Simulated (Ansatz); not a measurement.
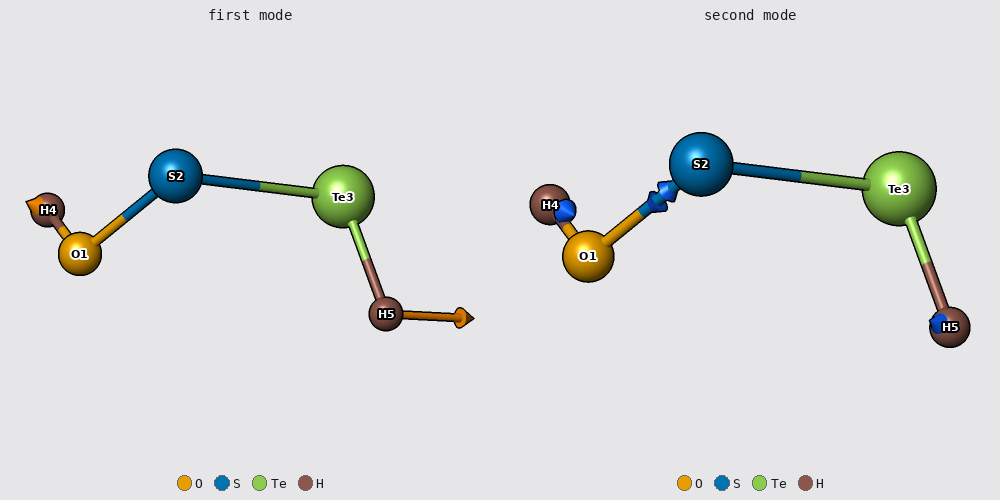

The system is H2OSTe, SMILES OS[TeH]; the picture shows the reference structure; its two panels give the patterns of the first and the second mode as arrows. 
- First axis: normal mode 5 (651 cm⁻¹). Second axis: normal mode 6 (775 cm⁻¹).
- Nothing is relaxed (straight displacements along the two mass-weighted modes).
- Grid: 11 × 11 points.
- Points are written as (first, second).
- Energies are in kJ/mol, from the lowest grid point.
- All numbers below come from Ansatz 0.2.0, RKS PBE0-D4/def2-TZVP.

Its coordinates:

```tsv
atom	x (Å)	y (Å)	z (Å)
O	-1.0419	-1.1127	-0.1966
S	-0.8462	0.3333	0.5885
Te	1.1731	1.2643	-0.1978
H	-1.4682	-0.9359	-1.0431
H	2.1832	0.4510	0.8490
```

Range: normal mode 5 (651 cm⁻¹) from −0.468 to 0.468 amu½·Å; normal mode 6 (775 cm⁻¹) from −0.521 to 0.521 amu½·Å.

**Predict the map.**

The lowest grid point is at (0.000 amu½·Å, 0.000 amu½·Å). It is the only kind of minimum in the scanned range. The highest grid point, (−0.468 amu½·Å, 0.521 amu½·Å), lies 58.8 kJ/mol above the lowest.

```csv
"normal mode 6 (775 cm⁻¹) ↓, normal mode 5 (651 cm⁻¹) →",−0.468,−0.374,−0.281,−0.187,−0.093,0.000,0.093,0.187,0.281,0.374,0.468
0.521,58.8,51.4,46.0,42.5,40.5,40.0,40.8,42.9,46.3,51.2,57.7
0.417,43.0,35.6,30.1,26.5,24.5,23.9,24.7,26.7,30.1,34.9,41.3
0.313,31.9,24.4,18.9,15.3,13.2,12.6,13.3,15.3,18.6,23.4,29.8
0.208,24.7,17.1,11.6,8.0,5.9,5.3,5.9,7.9,11.2,16.0,22.4
0.104,20.7,13.2,7.7,4.0,1.9,1.2,1.9,3.8,7.2,11.9,18.3
0.000,19.5,12.0,6.4,2.8,0.7,0.0,0.7,2.6,5.9,10.7,17.1
−0.104,20.6,13.0,7.5,3.8,1.8,1.1,1.7,3.7,7.0,11.9,18.3
−0.208,23.6,16.0,10.5,6.8,4.8,4.1,4.8,6.8,10.1,14.9,21.4
−0.313,28.1,20.6,15.1,11.4,9.4,8.7,9.4,11.4,14.8,19.7,26.1
−0.417,34.0,26.4,21.0,17.3,15.3,14.7,15.4,17.4,20.8,25.7,32.2
−0.521,40.9,33.4,28.0,24.3,22.3,21.7,22.4,24.5,27.9,32.9,39.4
```

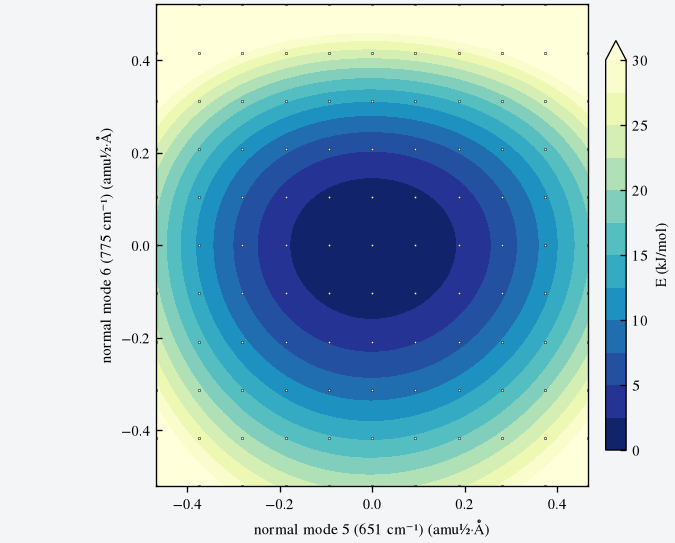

The picture shows filled contours, dots at the grid points, one colour for all values above the top of the scale. Between grid points the surface is interpolated.

The whole map (121 points run) took 11 min on 1 thread of Arm Neoverse V1, with other jobs on the host.
